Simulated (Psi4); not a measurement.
# N2H3 (hydrazinyl radical): UM06-L/def2-TZVP (sweep point 6)

What is the vertical ionisation energy of N2H3 (hydrazinyl radical) at UM06-L/def2-TZVP (sweep point 6)? The job is set up through a Python script.

The calculation is run with Psi4 1.11.

4 further runs of the same task are left out: 4 set aside as unsound or not needed.

### 1 The system as given

N2H3 has 5 atoms, charge 0, and is taken as a doublet. As SMILES, `[NH]N`. The shape is that of a GFN2-xTB optimisation. This is one conformer, not always the lowest.

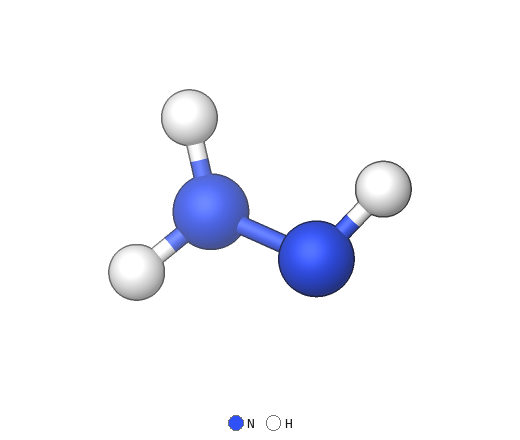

Viewed from a chosen angle; nitrogen blue, hydrogen white.

### 2 A single-point energy at UM06-L/def2-TZVP (sweep point 6)

File h3n2.py:

```python
import psi4

psi4.set_memory('1600 MB')
psi4.set_num_threads(1)
psi4.core.set_output_file('run.log', False)

m = psi4.geometry("""
0 2
N     -0.33064538    -1.52213660     0.84519891
N     -0.23861572     0.47615429    -0.69141299
H      1.42060161    -1.86922260     1.57053248
H     -1.97111663     1.09188375    -1.20696808
H      1.11975722     1.82330225    -0.51735032
units bohr
symmetry c1
""")

psi4.set_options({
    'basis': 'def2-TZVP',
    'reference': 'uks',
    'puream': True,
    'scf_type': 'pk',
    'dft_radial_points': 99,
    'dft_spherical_points': 590,
    'maxiter': 150,
})

E, wfn = psi4.energy("m06-l", molecule=m, return_wfn=True)
print(f'total energy {E:.8f} hartree = {E * 27.211386:.5f} eV')
```

The run is started by

```
$ python h3n2.py
```

run.log:

```text
[...]
  Running in c1 symmetry.
[...]
  Nuclear repulsion =   36.700927768882657
[...]
  Multiplicity = 2
[...]
  Nalpha       = 9
  Nbeta        = 8
[...]
    Number of basis functions: 80
[...]
   @UKS iter   1:  -111.03551325224069   -2.12101e-01   8.76744e-03 DIIS/ADIIS
[...]
   @UKS iter  10:  -111.25439109111028   -1.03045e-08   2.05776e-07 DIIS
[...]
   @S^2 Observed:                7.550123203E-01
[...]
    Orbital Energies [Eh]
    ---------------------
    Alpha Occupied:
       1A    -14.219846     2A    -14.173800     3A     -0.951807
       4A     -0.704524     5A     -0.516390     6A     -0.443033
       7A     -0.352527     8A     -0.255758     9A     -0.142934
    Alpha Virtual:
      10A      0.030592    11A      0.066366    12A      0.101363
      13A      0.227086    14A      0.306299    15A      0.335918
      16A      0.346388    17A      0.361832    18A      0.388778
      19A      0.412951    20A      0.428915    21A      0.452396
      22A      0.484745    23A      0.520998    24A      0.572272
      25A      0.840479    26A      0.945831    27A      1.019258
[...]
  @UKS Final Energy:  -111.25439109111028
   => Energetics <=
    Nuclear Repulsion Energy =             36.7009277688826572
    One-Electron Energy =                -222.9979047707582822
    Two-Electron Energy =                  89.9491194934717129
    DFT Exchange-Correlation Energy =     -14.9065335827063521
    Empirical Dispersion Energy =           0.0000000000000000
    VV10 Nonlocal Energy =                  0.0000000000000000
    Total Energy =                       -111.2543910911102785
[...]
 Multipole Moments:
 ------------------------------------------------------------------------------------
     Multipole            Electronic (a.u.)      Nuclear  (a.u.)        Total (a.u.)
 ------------------------------------------------------------------------------------
 L = 1.  Multiply by 2.5417464519 to convert [e a0] to [Debye]
 Dipole X            :         -0.1926573            0.6373496            0.4446924
 Dipole Y            :         -0.2785542            1.1710979            0.8925437
 Dipole Z            :          0.0122991           -0.1721823           -0.1598833
 Magnitude           :                                                    1.0099248
[...]
```

On the terminal:

```text
total energy -111.25439109 hartree = -3027.38618 eV
```

Run time: 23 s. Hardware: 1 thread of INTEL XEON PLATINUM 8581C at 2.10GHz (Emerald Rapids), shared host; peak memory 1.1 GiB.

### 3 The singlet cation at the same level

File calc.py:

```python
import psi4

psi4.set_memory(1600000000)
psi4.set_num_threads(1)
psi4.set_output_file('h3n2.out', False)

molecule = psi4.geometry("""
1 1
N     -0.33064538    -1.52213660     0.84519891
N     -0.23861572     0.47615429    -0.69141299
H      1.42060161    -1.86922260     1.57053248
H     -1.97111663     1.09188375    -1.20696808
H      1.11975722     1.82330225    -0.51735032
units bohr
symmetry c1
""")

psi4.set_options({
    'basis': 'def2-TZVP',
    'puream': True,
    'scf_type': 'pk',
    'dft_radial_points': 99,
    'dft_spherical_points': 590,
})

E = psi4.energy("m06-l")
print('E =', round(E, 9))
for k, v in sorted(psi4.core.scalar_variables().items()):
    print(f'{k:45s} {v:18.10f}')
```

The run is started by

```
$ python calc.py
```

h3n2.out:

```text
[...]
  Running in c1 symmetry.
[...]
  Nuclear repulsion =   36.700927768882657
[...]
  Multiplicity = 1
[...]
  Nalpha       = 8
  Nbeta        = 8
[...]
    Number of basis functions: 80
[...]
   @RKS iter   1:  -110.90413377830005   -8.07217e-02   4.56378e-03 DIIS/ADIIS
[...]
   @RKS iter   8:  -110.95564516520983   -3.62931e-08   8.26133e-07 DIIS
[...]
    Orbital Energies [Eh]
    ---------------------
    Doubly Occupied:
       1A    -14.599540     2A    -14.577700     3A     -1.297598
       4A     -1.034852     5A     -0.848581     6A     -0.778672
       7A     -0.678106     8A     -0.583969
[...]
  @RKS Final Energy:  -110.95564516520983
   => Energetics <=
    Nuclear Repulsion Energy =             36.7009277688826572
    One-Electron Energy =                -217.0316842281258403
    Two-Electron Energy =                  83.9074271501769715
    DFT Exchange-Correlation Energy =     -14.5323158561436188
    Empirical Dispersion Energy =           0.0000000000000000
    VV10 Nonlocal Energy =                  0.0000000000000000
    Total Energy =                       -110.9556451652098303
[...]
 Multipole Moments:
 ------------------------------------------------------------------------------------
     Multipole            Electronic (a.u.)      Nuclear  (a.u.)        Total (a.u.)
 ------------------------------------------------------------------------------------
 L = 1.  Multiply by 2.5417464519 to convert [e a0] to [Debye]
 Dipole X            :         -0.1029871            0.6373496            0.5343625
 Dipole Y            :         -0.3050249            1.1710979            0.8660729
 Dipole Z            :          0.0522950           -0.1721823           -0.1198873
 Magnitude           :                                                    1.0246944
[...]
```

Standard output:

```text
E = -110.955645165
CURRENT ENERGY                                   -110.9556451652
CURRENT REFERENCE ENERGY                         -110.9556451652
DD SOLVATION ENERGY                                 0.0000000000
DFT FUNCTIONAL TOTAL ENERGY                      -110.9556451652
DFT TOTAL ENERGY                                 -110.9556451652
DFT VV10 ENERGY                                     0.0000000000
DFT XC ENERGY                                     -14.5323158561
GRID ELECTRONS ALPHA                                7.9999999820
GRID ELECTRONS BETA                                 7.9999999820
GRID ELECTRONS TOTAL                               15.9999999639
NUCLEAR REPULSION ENERGY                           36.7009277689
ONE-ELECTRON ENERGY                              -217.0316842281
PCM POLARIZATION ENERGY                             0.0000000000
PE ENERGY                                           0.0000000000
SCF ITERATION ENERGY                             -110.9556451652
SCF ITERATIONS                                      8.0000000000
SCF TOTAL ENERGY                                 -110.9556451652
TWO-ELECTRON ENERGY                                83.9074271502
XC GRID RADIAL POINTS                              99.0000000000
XC GRID SPHERICAL POINTS                          590.0000000000
XC GRID TOTAL POINTS                           280662.0000000000
```

It took 14 s on 1 thread of INTEL XEON PLATINUM 8581C at 2.10GHz (Emerald Rapids), shared host; peak memory 1.1 GiB.

### 4 What came out

At UM06-L/def2-TZVP (sweep point 6):

| quantity | value |
| --- | --- |
| doublet N2H3: total energy | -111.25439 Eh |
| doublet N2H3: dipole moment | 2.57 D |
| doublet N2H3: HOMO energy (highest over α and β) | -3.89 eV |
| doublet N2H3: LUMO energy (lowest over α and β) | -1.67 eV |
| doublet N2H3: ⟨S²⟩ | 0.755 |
| singlet cation: total energy | -110.95565 Eh |
| singlet cation: HOMO energy | -15.89 eV |
| singlet cation: LUMO energy | -12.30 eV |
| singlet cation: HOMO–LUMO gap | 3.59 eV |
| vertical ionisation energy (to the singlet cation) | 8.129 eV |

Removing an electron at fixed nuclei costs 8.13 eV (784 kJ/mol). Only the singlet of the ionised species was computed; a triplet could lie lower.
